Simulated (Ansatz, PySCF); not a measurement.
Bond stretch in Be2, singlet.

Levels of theory: RKS-LDA (SVWN5)/6-31G* = restricted LDA (SVWN5)/6-31G*, spherical d (PySCF 2.14.0); UKS-PBE0 = unrestricted PBE0/aug-cc-pVTZ run with Ansatz (a first-principles code); RMP2 = MP2 on RHF/aug-cc-pVTZ, frozen core (Ansatz); FCI = full CI/aug-cc-pVTZ, frozen core run with Ansatz.

Energies are in kcal/mol, each relative to the lowest point of its own curve near equilibrium.

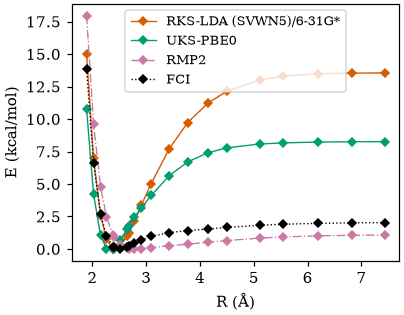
Fig. 1. Energy against bond length for each method.

```json
[
 {"R / Å": "1.89", "RKS-LDA (SVWN5)/6-31G*": "15.0", "UKS-PBE0": "10.8", "RMP2": "18.0", "FCI": "13.9"},
 {"R / Å": "2.02", "RKS-LDA (SVWN5)/6-31G*": "7.0", "UKS-PBE0": "4.2", "RMP2": "9.6", "FCI": "6.6"},
 {"R / Å": "2.15", "RKS-LDA (SVWN5)/6-31G*": "2.6", "UKS-PBE0": "1.0", "RMP2": "4.8", "FCI": "2.7"},
 {"R / Å": "2.26", "RKS-LDA (SVWN5)/6-31G*": "0.7", "UKS-PBE0": "0.0", "RMP2": "2.5", "FCI": "1.0"},
 {"R / Å": "2.38", "RKS-LDA (SVWN5)/6-31G*": "0.0", "UKS-PBE0": "0.0", "RMP2": "1.1", "FCI": "0.2"},
 {"R / Å": "2.40", "RKS-LDA (SVWN5)/6-31G*": "0.0", "UKS-PBE0": "0.1", "RMP2": "0.9", "FCI": "0.1"},
 {"R / Å": "2.52", "RKS-LDA (SVWN5)/6-31G*": "0.3", "UKS-PBE0": "0.7", "RMP2": "0.3", "FCI": "0.0"},
 {"R / Å": "2.64", "RKS-LDA (SVWN5)/6-31G*": "1.0", "UKS-PBE0": "1.5", "RMP2": "0.1", "FCI": "0.1"},
 {"R / Å": "2.67", "RKS-LDA (SVWN5)/6-31G*": "1.2", "UKS-PBE0": "1.7", "RMP2": "0.0", "FCI": "0.2"},
 {"R / Å": "2.78", "RKS-LDA (SVWN5)/6-31G*": "2.2", "UKS-PBE0": "2.5", "RMP2": "0.0", "FCI": "0.4"},
 {"R / Å": "2.91", "RKS-LDA (SVWN5)/6-31G*": "3.4", "UKS-PBE0": "3.2", "RMP2": "0.0", "FCI": "0.7"},
 {"R / Å": "3.09", "RKS-LDA (SVWN5)/6-31G*": "5.0", "UKS-PBE0": "4.1", "RMP2": "0.1", "FCI": "1.0"},
 {"R / Å": "3.43", "RKS-LDA (SVWN5)/6-31G*": "7.7", "UKS-PBE0": "5.6", "RMP2": "0.2", "FCI": "1.3"},
 {"R / Å": "3.77", "RKS-LDA (SVWN5)/6-31G*": "9.7", "UKS-PBE0": "6.7", "RMP2": "0.4", "FCI": "1.4"},
 {"R / Å": "4.15", "RKS-LDA (SVWN5)/6-31G*": "11.2", "UKS-PBE0": "7.4", "RMP2": "0.5", "FCI": "1.5"},
 {"R / Å": "4.50", "RKS-LDA (SVWN5)/6-31G*": "12.1", "UKS-PBE0": "7.8", "RMP2": "0.7", "FCI": "1.7"},
 {"R / Å": "5.11", "RKS-LDA (SVWN5)/6-31G*": "13.0", "UKS-PBE0": "8.1", "RMP2": "0.8", "FCI": "1.8"},
 {"R / Å": "5.55", "RKS-LDA (SVWN5)/6-31G*": "13.3", "UKS-PBE0": "8.2", "RMP2": "0.9", "FCI": "1.9"},
 {"R / Å": "6.19", "RKS-LDA (SVWN5)/6-31G*": "13.5", "UKS-PBE0": "8.2", "RMP2": "1.0", "FCI": "2.0"},
 {"R / Å": "6.83", "RKS-LDA (SVWN5)/6-31G*": "13.5", "UKS-PBE0": "8.3", "RMP2": "1.1", "FCI": "2.0"},
 {"R / Å": "7.43", "RKS-LDA (SVWN5)/6-31G*": "13.5", "UKS-PBE0": "8.3", "RMP2": "1.1", "FCI": "2.0"}
]
```

At the longest distance, 7.43 Å, RKS-LDA (SVWN5)/6-31G* lies highest above its minimum (13.5 kcal/mol) and RMP2 lowest (1.1 kcal/mol).

The unrestricted determinant behind UKS-PBE0 is spin-contaminated at 1.89 to 2.78 Å (<S²> up to 0.8, against 0.00 for a pure singlet). Also computed but left out beside FCI, since their determinant holds another spin at the minimum (<S²> over 0.7 above the pure value): UHF, UMP2, UMP2/6-31G*.
